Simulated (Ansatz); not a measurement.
**CCuP (SMILES P#[C][Cu]) (triplet): density, localisation and related maps**

Input file:

```
basis:
  gaussian:
    orbitals: def2-TZVPD
crystal:
  periodic: [false, false, false]
  atoms:
    - symbol: C
      position_ang: [0.000000, 0.000000, -0.122238]
    - symbol: Cu
      position_ang: [0.000000, 0.000000, 1.803082]
    - symbol: P
      position_ang: [0.000000, 0.000000, -1.680844]
magnetization:
  spin_polarized: true
  initial_magnetization: 2
hamiltonian:
  xc: {name: PBE0}
output:
  forces: true
  orbitals: {seedname: orbitals}
```

Launched as:

```sh
ansatz run input.yaml --threads 1 --pin off --max-ram 2610MiB --events-out events.jsonl --progress --plain --runs-dir runs
```

Geometry: PBE0-D3(BJ)/def2-SVP.

These are results of isolated molecule in a Gaussian basis; Kohn-Sham density functional theory, functional PBE0 (Ansatz 0.2.0), not measurements.

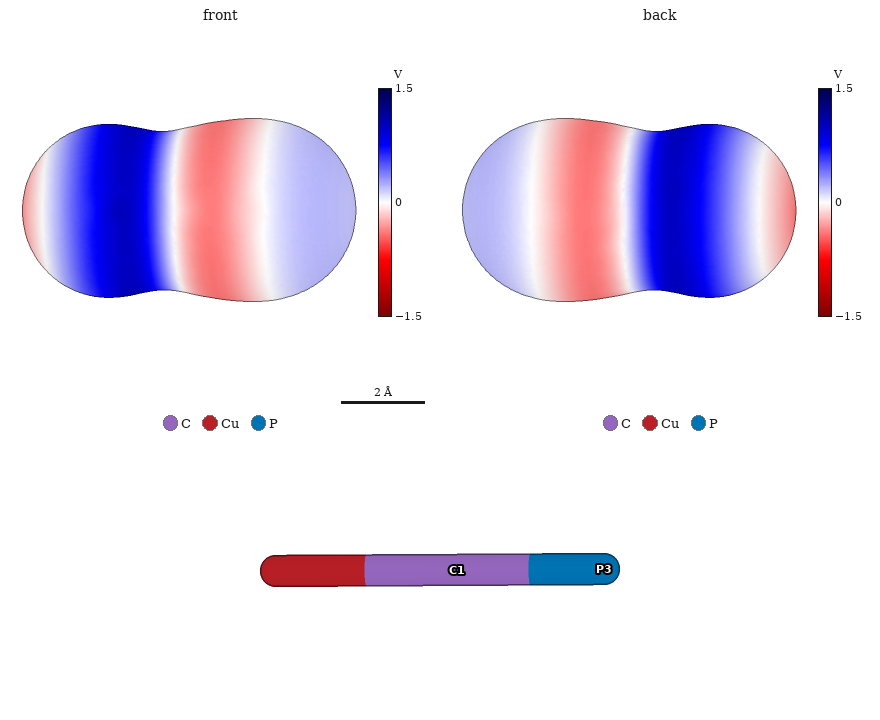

Figure 1. The electrostatic potential painted on the density surface at 0.001 e/bohr³, seen from the front and from behind; the colour scale runs from red (negative) to blue (positive). The bare structure is drawn below in the same view.

Which sites attract a positive test charge, and which a negative one?

Answer. A positive charge is drawn to the negative regions and a negative charge to the positive ones. The most negative region (about −0.4 V, or −9 kcal/mol for a unit charge) lies over C1 and P3, the most positive (about +1.0 V, or +23 kcal/mol for a unit charge) over Cu2.

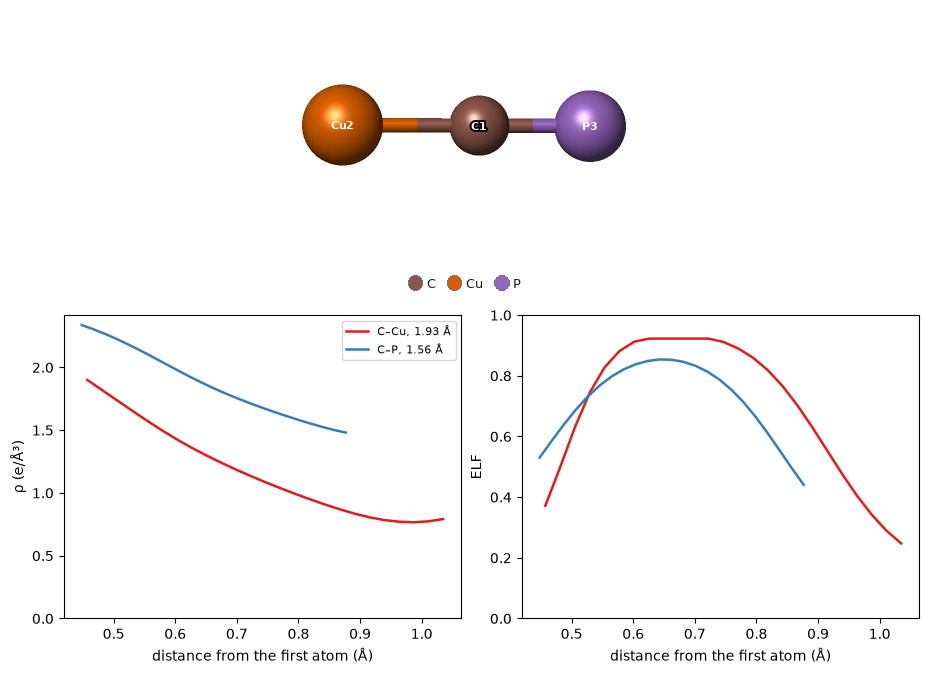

Figure 2. Total electron density and ELF along straight lines between neighbouring atoms. The curves leave out the atomic cores. The structure is drawn too.

What can be read from the curves?

Answer. C–Cu (1.93 Å): ρ is about 0.77 e/Å³ halfway; the ELF peaks at about 0.90 in the valence shell of C, 0.6 Å from its nucleus, and is about 0.40 at the midpoint.
C–P (1.56 Å): ρ at the midpoint is about 1.6 e/Å³; the ELF peaks at about 0.85 between the atoms: localised, covalent bonding.

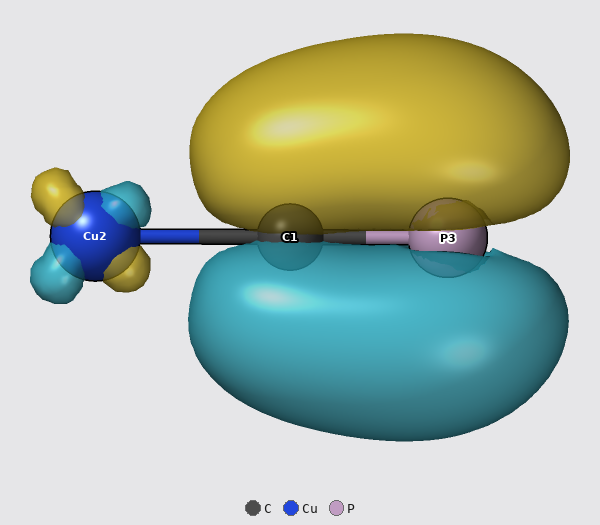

Figure 3. The HOMO (β) at ±0.08 Å⁻³ᐟ² (yellow and cyan are the two phases), seen from one side.

What is the character of this orbital?

Answer. By Hirshfeld shares it lies mainly on P3 (about 55 %) and C1 (about 40 %); π-bonding across P3–C1. It is one of a degenerate set, so its orientation is arbitrary. Its energy is −7.85 eV.
